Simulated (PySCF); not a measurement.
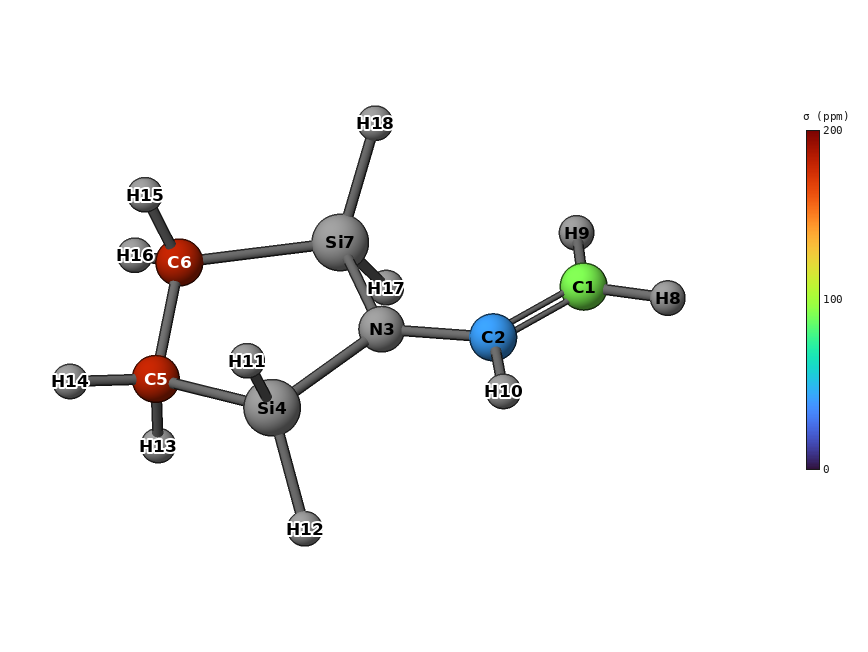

Atoms are coloured by their isotropic NMR shieldings (C only, the others grey). Computed geometry: GFN2-xTB optimisation. No frequency run is at hand to confirm it as a minimum. Method: GIAO PBE0/pcSseg-1 NMR shielding, non-relativistic, gas phase (PySCF 2.14.0).

### Which C atom is the most shielded (lowest chemical shift)?

C6 (180.2 ppm).

### Which C atom is the least shielded (highest chemical shift)?

C2 (41.5 ppm).

### How wide is the range of C shifts?

138.7 ppm.

Give the isotropic NMR shieldings of the C atoms atom by atom.

```csv
atom,σ (ppm)
C1,91.8
C2,41.5
C5,179.6
C6,180.2
```

The geometry is semi-empirical. Around Si such bond lengths and angles can be off by a tenth of an ångström or more and by several degrees, and values that hang on the shape move with them.
